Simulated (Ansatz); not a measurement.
# Effect of x(Lu) = 0.5, 8 atoms, C222 (arrangement A) on TiAl3

The reference is TiAl$_{3}$ (space group I4/mmm, No. 139; a = 3.824 Å, c = 8.561 Å).

The other end (x = 1) is Lu3Ti (space group I4/mmm, No. 139; a hypothetical phase, not in the database extracts checked): 25.45 Å³/atom, gap zero; this end may not be an ambient phase.

One thing is altered: Lu replaces 50.0 % of the Al, ordered in a cell of 8 atoms (starting symmetry C222) and fully relaxed.

Method: r2SCAN (Ansatz, a program for electronic structure), no spin-orbit coupling. Settings: 9×9×8 k-points, 0.05 eV Fermi–Dirac smearing, for the changed cell.

```csv
quantity,base,changed,shift
volume per atom,15.65 Å³,20.33 Å³,+4.68 Å³
density,3.42 g/cm³,7.16 g/cm³,+3.74 g/cm³
shortest interatomic distance,2.704 Å,2.918 Å,+0.214 Å
band gap,zero,zero,–
mixing energy (to 0.01 eV only: unlike meshes or grids) (against an end that may be hypothetical),–,+0.02 eV/atom,–
deviation of the volume from the linear (Vegard-type) interpolation,–,-1.1 %,–
```

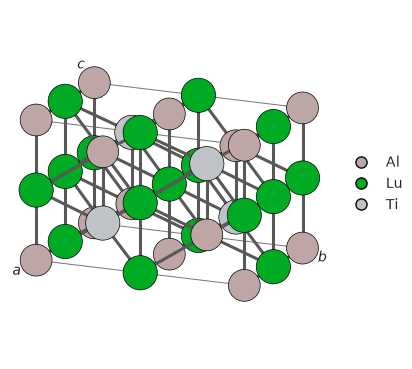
Figure: The relaxed conventional cell after the change

These are small ordered cells, not random alloys; other orderings at the same x differ. No phonon test of stability was made. All final runs are without spin polarisation. An odd electron count without spin: TiAl3 and Lu3Ti. Lu3Ti2Al3 and Lu3Ti have a high density of states at the Fermi level and may be magnetic at this level.
